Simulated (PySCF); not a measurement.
SMILES CC(C)(C)Cl, CAM-B3LYP/def2-SVP optimised geometry. Atoms within 1.6 Å of the plane z = 0.0 Å (x, y, z in Å): C1 (0.67, -1.33, 1.26), C2 (0.15, 0.09, 1.21), C3 (-1.37, 0.14, 1.26), C4 (0.69, 0.85, 0.00), H6 (0.32, -1.89, 0.37), H7 (1.77, -1.35, 1.27), H10 (-1.74, 1.18, 1.26), H11 (-1.79, -0.37, 0.37), H12 (0.34, 0.36, -0.93), H13 (1.79, 0.85, 0.00), H14 (0.35, 1.89, 0.00).

Level of theory: PySCF 2.14.0 with CAM-B3LYP/def2-TZVP. Cells within 0.4 Å of a nucleus heavier than hydrogen are left out (blank, or x).

Map of the Laplacian of the electron density (e/bohr⁵), clipped to [-1.50, 1.50] on the plane z = 0.0 Å:

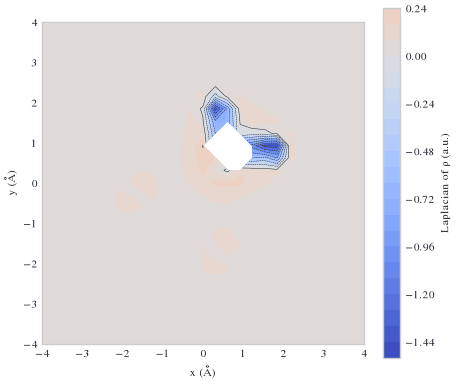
*Laplacian of the electron density (e/bohr⁵), clipped to [-1.50, 1.50] on the plane z = 0.0 Å.*
